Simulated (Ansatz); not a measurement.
# NiNH₃ (singlet): density functionals in def2-TZVPP

Aim: run NiNH₃ (singlet) with a set of functionals in one basis and compare levels, spin and time.

The runs use Ansatz 0.2.0, Gaussian basis; def2-TZVPP, all electrons in the functionals, frozen cores in the correlation of double hybrids and RPA.

The runs, in order: SPW92, PBE, r2SCAN, PBE0, B3LYP, wB97M-V, B2PLYP, RKS PBE0, RPA-PBE.

## (1) The system

The geometry is a PBE0/def2-TZVP stationary point (not a proven minimum).

5 atoms, charge 0, spin multiplicity 1.

Atoms are counted from 1 here; the program's logs count them from 0.

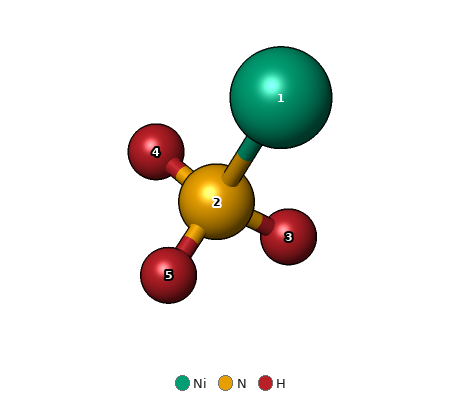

The structure; nickel teal, nitrogen amber, hydrogen red; atoms are numbered from 1 in the order of the file.

Coordinates:

```mol
H3NNi
  3D, bonds by distance, orders not assigned

  5  4  0  0  0  0  0  0  0  0999 V2000
   -0.4268    0.0039    0.0028 Ni  0  0
    1.4094   -0.0130   -0.0093 N   0  0
    1.7462   -0.9732   -0.0067 H   0  0
    1.7649    0.4665    0.8147 H   0  0
    1.7539    0.4580   -0.8429 H   0  0
  1  2  8  0
  2  3  8  0
  2  4  8  0
  2  5  8  0
M  END
```

No dispersion term is added; wB97M-V holds VV10 nonlocal correlation. B3LYP takes the VWN-RPA correlation.

## (2) SPW92 (unrestricted)

Input file in.yaml:

```yaml
crystal:
  periodic: [false, false, false]
  atoms:
    - {symbol: Ni, position_ang: [-0.426766, 0.003946, 0.002825]}
    - {symbol: N, position_ang: [1.409435, -0.013033, -0.009329]}
    - {symbol: H, position_ang: [1.746186, -0.973209, -0.006688]}
    - {symbol: H, position_ang: [1.764935, 0.466480, 0.814706]}
    - {symbol: H, position_ang: [1.753886, 0.458045, -0.842868]}
basis:
  gaussian: {orbitals: def2-TZVPP}
magnetization: {spin_polarized: true, initial_magnetization: 0}
hamiltonian: {xc: {name: SPW92}}
```

Command:

```bash
ansatz run in.yaml --threads 2 --pin off --events-out ev --progress --plain --max-ram 24576MiB --backend cuda --devices 0, --max-vram 18GiB
```

What it wrote:

```text
Functional definition: SPW92
  name "SPW92"
  cite "Dirac, Proc. Camb. Phil. Soc. 26, 376 (1930) doi:10.1017/S0305004100016108"
  cite "Slater, Phys. Rev. 81, 385 (1951) doi:10.1103/PhysRev.81.385"
  cite "Perdew & Wang, Phys. Rev. B 45, 13244 (1992) doi:10.1103/PhysRevB.45.13244"
  exchange = slater_x
  correlation = pw_c
815 factors; their error is unknown
mean field evaluation 1: about -42472.6636 eV, gradient 1.0e2 eV
mean field evaluation 2: about -41703.7499 eV, gradient 3.6e2 eV
mean field evaluation 4: about -42490.3467 eV, gradient 5.4e1 eV
mean field evaluation 8: about -42490.3451 eV, gradient 5.4e1 eV
mean field evaluation 16: about -42498.3063 eV, gradient 1.1e-5 eV
mean field evaluation 32: about -42497.0500 eV, gradient 1.0e0 eV
mean field evaluation 64: about -42498.2456 eV, gradient 3.1e0 eV
mean field evaluation 96: about -42493.3970 eV, gradient 1.4e0 eV
mean field evaluation 128: about -42497.0749 eV, gradient 1.8e1 eV
mean field -42498.30632672 eV, -1561.7839511204 hartree, gradient 8.0e-6 eV, S^2 0.000000; 10 other end points of the search recorded, 0 dependent functions left out
reference -42498.30636029 eV, -1561.7839523540 hartree; 19, 19 occupied and 118, 118 virtual orbitals, 815 factors
Total energy: -42498.30636029 eV, -1561.7839523540 hartree
```

It took 16 s on 1 × H100 (card shared with other runs) with 2 threads of AMD EPYC 7R13, shared host; peak host memory 0.79 GiB.

From the report: ⟨S²⟩ of the determinant 0.000 (pure singlet: 0.00).

## (3) PBE (unrestricted)

Edit in.yaml of step 2 so:

```diff
@@ -11,2 +11,3 @@
 magnetization: {spin_polarized: true, initial_magnetization: 0}
-hamiltonian: {xc: {name: SPW92}}
+hamiltonian: {xc: {name: PBE}}
+output: {orbitals: {seedname: orbitals}}
```

Same command.

What it wrote, shortened:

```text
Functional definition: PBE
  name "PBE"
  cite "Perdew, Burke & Ernzerhof, Phys. Rev. Lett. 77, 3865 (1996) doi:10.1103/PhysRevLett.77.3865"
  parent pbe
[...]
815 factors; their error is unknown
[...]
mean field -42574.83831782 eV, -1564.5964499181 hartree, gradient 4.2e-6 eV, S^2 0.129116; 18 other end points of the search recorded, 0 dependent functions left out
reference -42574.83835374 eV, -1564.5964512382 hartree; 19, 19 occupied and 118, 118 virtual orbitals, 815 factors
Total energy: -42574.83835374 eV, -1564.5964512382 hartree
```

Wall time 23 s (1 × H100 (card shared with other runs) with 2 threads of AMD EPYC 7R13, shared host); peak host memory 0.82 GiB.

From the report: ⟨S²⟩ of the determinant 0.129 (pure singlet: 0.00).

## (4) r2SCAN (unrestricted)

Edit in.yaml of step 3 so:

```diff
@@ -11,3 +11,2 @@
 magnetization: {spin_polarized: true, initial_magnetization: 0}
-hamiltonian: {xc: {name: PBE}}
-output: {orbitals: {seedname: orbitals}}
+hamiltonian: {xc: {name: r2SCAN}}
```

Same command.

What it wrote, shortened:

```text
Functional definition: r2SCAN
  name "r2SCAN"
  cite "Furness, Kaplan, Ning, Perdew & Sun, J. Phys. Chem. Lett. 11, 8208 (2020) doi:10.1021/acs.jpclett.0c02405"
  cite "Furness, Kaplan, Ning, Perdew & Sun, J. Phys. Chem. Lett. 11, 9248 (2020) doi:10.1021/acs.jpclett.0c03077"
  parent r2scan
[...]
815 factors; their error is unknown
[...]
mean field -42581.44765523 eV, -1564.8393385878 hartree, gradient 1.5e-5 eV, S^2 0.532409; 14 other end points of the search recorded, 0 dependent functions left out
reference -42581.44767311 eV, -1564.8393392448 hartree; 19, 19 occupied and 118, 118 virtual orbitals, 815 factors
Total energy: -42581.44767311 eV, -1564.8393392448 hartree
```

It took 17 s on 1 × H100 (card shared with other runs) with 2 threads of AMD EPYC 7R13, shared host; peak host memory 0.83 GiB.

From the report: ⟨S²⟩ of the determinant 0.532 (pure singlet: 0.00). The determinant is far from a pure spin state, so its energy mixes those of several spin states (harmless only where they are near-degenerate, as at dissociation).

## (5) PBE0 (unrestricted)

Edit in.yaml of step 4 so:

```diff
@@ -11,2 +11,3 @@
 magnetization: {spin_polarized: true, initial_magnetization: 0}
-hamiltonian: {xc: {name: r2SCAN}}
+hamiltonian: {xc: {name: PBE0}}
+output: {orbitals: {seedname: orbitals}}
```

The command is unchanged.

What it wrote, shortened:

```text
Functional definition: PBE0
  name "PBE0"
  cite "Adamo & Barone, J. Chem. Phys. 110, 6158 (1999) doi:10.1063/1.478522"
  cite "Perdew, Burke & Ernzerhof, Phys. Rev. Lett. 77, 3865 (1996) doi:10.1103/PhysRevLett.77.3865"
  parent pbe
[...]
892 factors; their error is unknown
[...]
mean field -42574.39359062 eV, -1564.5801064947 hartree, gradient 1.0e-5 eV, S^2 0.696100; 10 other end points of the search recorded, 0 dependent functions left out
reference -42574.39362252 eV, -1564.5801076672 hartree; 19, 19 occupied and 118, 118 virtual orbitals, 892 factors
Total energy: -42574.39362252 eV, -1564.5801076672 hartree
```

Wall time 16 s (1 × H100 (card shared with other runs) with 2 threads of AMD EPYC 7R13, shared host); peak host memory 0.8 GiB.

From the report: ⟨S²⟩ of the determinant 0.696 (pure singlet: 0.00). The determinant is far from a pure spin state, so its energy mixes those of several spin states (harmless only where they are near-degenerate, as at dissociation).

## (6) B3LYP (unrestricted)

Edit in.yaml of step 5 so:

```diff
@@ -11,3 +11,2 @@
 magnetization: {spin_polarized: true, initial_magnetization: 0}
-hamiltonian: {xc: {name: PBE0}}
-output: {orbitals: {seedname: orbitals}}
+hamiltonian: {xc: {name: B3LYP}}
```

Launched as before.

What it wrote, shortened:

```text
Functional definition: B3LYP
  name "B3LYP"
  cite "Stephens, Devlin, Chabalowski & Frisch, J. Phys. Chem. 98, 11623 (1994) doi:10.1021/j100096a001"
  cite "Becke, Phys. Rev. A 38, 3098 (1988) doi:10.1103/PhysRevA.38.3098"
  cite "Lee, Yang & Parr, Phys. Rev. B 37, 785 (1988) doi:10.1103/PhysRevB.37.785"
  cite "Vosko, Wilk & Nusair, Can. J. Phys. 58, 1200 (1980) doi:10.1139/p80-159"
[...]
862 factors; their error is unknown
[...]
mean field -42584.20208311 eV, -1564.9405619455 hartree, gradient 5.4e-6 eV, S^2 0.584806; 9 other end points of the search recorded, 0 dependent functions left out
reference -42584.20229575 eV, -1564.9405697598 hartree; 19, 19 occupied and 118, 118 virtual orbitals, 862 factors
Total energy: -42584.20229575 eV, -1564.9405697598 hartree
```

Run time: 14 s. Hardware: 1 × H100 (card shared with other runs) with 2 threads of AMD EPYC 7R13, shared host; peak host memory 0.8 GiB.

From the report: ⟨S²⟩ of the determinant 0.585 (pure singlet: 0.00). The determinant is far from a pure spin state, so its energy mixes those of several spin states (harmless only where they are near-degenerate, as at dissociation).

## (7) wB97M-V (unrestricted)

Edit in.yaml of step 6 so:

```diff
@@ -11,2 +11,3 @@
 magnetization: {spin_polarized: true, initial_magnetization: 0}
-hamiltonian: {xc: {name: B3LYP}}
+hamiltonian: {xc: {name: wB97M-V}}
+output: {orbitals: {seedname: orbitals}}
```

Launched as before.

What it wrote, shortened:

```text
Functional definition: wB97M-V
  name "wB97M-V"
  cite "Mardirossian & Head-Gordon, J. Chem. Phys. 144, 214110 (2016) doi:10.1063/1.4952647"
  cite "Becke, J. Chem. Phys. 107, 8554 (1997) doi:10.1063/1.475007"
  cite "Vydrov & Van Voorhis, J. Chem. Phys. 133, 244103 (2010) doi:10.1063/1.3521275"
  # Of w^i u^j: cxij and so on, Table III.
[...]
  gx(w, u) = 1 - cx + cx01*u + cx10*w
  gss(w, u) = css00 + css04*u^4 + css10*w + css20*w^2 + css43*w^4*u^3
  gos(w, u) = cos00 + cos10*w + (cos20 + cos21*u)*w^2 + (cos60 + cos61*u)*w^6
[...]
      + integral(e_c_pw_mod_opposite_spin*gos(b97_w_opposite, b97_u_opposite)) + vv10(b, c)
862 factors; their error is unknown
155 factors; integrals over basis functions are off by at most 4.2e-5 eV
[...]
mean field -42579.47111583 eV, -1564.7667021045 hartree, gradient 1.8e-5 eV, S^2 0.604881; 8 other end points of the search recorded, 0 dependent functions left out
reference -42579.47115581 eV, -1564.7667035740 hartree; 19, 19 occupied and 118, 118 virtual orbitals, 862 factors
Total energy: -42579.47115581 eV, -1564.7667035740 hartree
```

It took 17 s on 1 × H100 (card shared with other runs) with 2 threads of AMD EPYC 7R13, shared host; peak host memory 0.92 GiB.

From the report: ⟨S²⟩ of the determinant 0.605 (pure singlet: 0.00). The determinant is far from a pure spin state, so its energy mixes those of several spin states (harmless only where they are near-degenerate, as at dissociation).

## (8) B2PLYP (unrestricted)

Edit in.yaml of step 7 so:

```diff
@@ -11,3 +11,3 @@
 magnetization: {spin_polarized: true, initial_magnetization: 0}
-hamiltonian: {xc: {name: wB97M-V}}
-output: {orbitals: {seedname: orbitals}}
+hamiltonian: {xc: {name: B2PLYP}}
+correlation: {electrons: outside_noble_gas}
```

Launched as before.

What it wrote, shortened:

```text
Functional definition: B2PLYP
  name "B2PLYP"
  cite "Grimme, J. Chem. Phys. 124, 034108 (2006) doi:10.1063/1.2148954"
  cite "Becke, Phys. Rev. A 38, 3098 (1988) doi:10.1103/PhysRevA.38.3098"
  cite "Lee, Yang & Parr, Phys. Rev. B 37, 785 (1988) doi:10.1103/PhysRevB.37.785"
[...]
867 factors; integrals over basis functions are off by at most 1.1e-3 eV
[...]
mean field -42567.74115561 eV, -1564.3356340174 hartree, gradient 2.0e-6 eV, S^2 0.879271; 7 other end points of the search recorded, 0 dependent functions left out
10 core orbitals not correlated: weight in the atoms' cores, before any rotation towards them, 1.000 or more for the frozen orbitals, at most 0.000 for the correlated occupied ones
reference -42567.74128480 eV, -1564.3356387650 hartree; 9, 9 occupied and 118, 118 virtual orbitals, 867 factors
second order -22.25331032 eV of doubles, -0.00000000 eV of singles
Total energy: -42573.74967858 eV, -1564.5564431640 hartree
```

It took 15 s on 1 × H100 (card shared with other runs) with 2 threads of AMD EPYC 7R13, shared host; peak host memory 0.83 GiB.

From the report: ⟨S²⟩ of the determinant 0.879 (pure singlet: 0.00). The determinant is far from a pure spin state, so its energy mixes those of several spin states (harmless only where they are near-degenerate, as at dissociation).

## (9) PBE0 (restricted)

Edit in.yaml of step 8 so:

```diff
@@ -10,4 +10,2 @@
   gaussian: {orbitals: def2-TZVPP}
-magnetization: {spin_polarized: true, initial_magnetization: 0}
-hamiltonian: {xc: {name: B2PLYP}}
-correlation: {electrons: outside_noble_gas}
+hamiltonian: {xc: {name: PBE0}}
```

Launched as before.

What it wrote:

```text
Functional definition: PBE0
  name "PBE0"
  cite "Adamo & Barone, J. Chem. Phys. 110, 6158 (1999) doi:10.1063/1.478522"
  cite "Perdew, Burke & Ernzerhof, Phys. Rev. Lett. 77, 3865 (1996) doi:10.1103/PhysRevLett.77.3865"
  parent pbe
  parameter a = 0.25
  parameter kappa = 0.804
  parameter beta = 0.06672455060314922
  exchange = (1 - a)*pbe_x(kappa = kappa, mu = beta*pi^2/3) + a*exact_x
  correlation = pbe_c(beta = beta)
892 factors; their error is unknown
mean field evaluation 1: about -42551.5131 eV, gradient 1.4e2 eV
mean field evaluation 2: about -41775.9705 eV, gradient 4.9e2 eV
mean field evaluation 4: about -42562.5024 eV, gradient 9.5e1 eV
mean field evaluation 8: about -42573.9725 eV, gradient 4.9e0 eV
mean field evaluation 16: about -42574.1065 eV, gradient 1.9e-3 eV
mean field -42574.10645017 eV, -1564.5695542778 hartree, gradient 5.2e-5 eV, S^2 0.000000; 0 other end points of the search recorded, 0 dependent functions left out
reference -42574.10647684 eV, -1564.5695552581 hartree; 19, 19 occupied and 118, 118 virtual orbitals, 892 factors
Total energy: -42574.10647684 eV, -1564.5695552581 hartree
```

Wall time 9.5 s (1 × H100 (card shared with other runs) with 2 threads of AMD EPYC 7R13, shared host); peak host memory 0.77 GiB.

## (10) RPA-PBE

Edit in.yaml of step 9 so:

```diff
@@ -10,2 +10,4 @@
   gaussian: {orbitals: def2-TZVPP}
-hamiltonian: {xc: {name: PBE0}}
+magnetization: {spin_polarized: true, initial_magnetization: 0}
+hamiltonian: {xc: {name: PBE}}
+correlation: {method: rpa, electrons: outside_noble_gas}
```

Same command.

What it wrote, shortened:

```text
Functional definition: PBE
  name "PBE"
  cite "Perdew, Burke & Ernzerhof, Phys. Rev. Lett. 77, 3865 (1996) doi:10.1103/PhysRevLett.77.3865"
  parent pbe
[...]
867 factors; integrals over basis functions are off by at most 1.1e-3 eV
[...]
mean field -42574.83830284 eV, -1564.5964493675 hartree, gradient 2.2e-6 eV, S^2 0.129119; 15 other end points of the search recorded, 0 dependent functions left out
10 core orbitals not correlated: weight in the atoms' cores, before any rotation towards them, 1.000 or more for the frozen orbitals, at most 0.000 for the correlated occupied ones
reference -42527.58793811 eV, -1562.8600304909 hartree; 9, 9 occupied and 118, 118 virtual orbitals, 867 factors
Total energy: -42556.28268655 eV, -1563.9145430462 hartree
```

It took 18 s on 1 × H100 (card shared with other runs) with 2 threads of AMD EPYC 7R13, shared host; peak host memory 0.9 GiB.

From the report: ⟨S²⟩ of the determinant 0.129 (pure singlet: 0.00).

## (11) Side by side

| functional | energy (eV) | ⟨S²⟩ | time |
| --- | --- | --- | --- |
| SPW92 | -42498.3064 | 0.000 | 16 s |
| PBE | -42574.8384 | 0.129 | 23 s |
| r2SCAN | -42581.4477 | 0.532 | 17 s |
| PBE0 | -42574.3936 | 0.696 | 16 s |
| B3LYP | -42584.2023 | 0.585 | 14 s |
| wB97M-V | -42579.4712 | 0.605 | 17 s |
| B2PLYP | -42573.7497 | 0.879 | 15 s |
| RKS PBE0 | -42574.1065 | 0.000 | 9.5 s |
| RPA-PBE | -42556.2827 | 0.129 | 18 s |

Orbital levels of the runs that wrote orbitals: PBE HOMO -2.67, LUMO -1.91 eV; PBE0 HOMO -3.70, LUMO -1.06 eV; wB97M-V HOMO -5.49, LUMO 0.43 eV.

## (12) What came out

```
                quantity                     value
spread of total energies                   85.9 eV
       quickest, slowest  RKS PBE0 9.5 s, PBE 23 s
```

In words: Total energies of different functionals can't be ranked; only differences within one functional count.
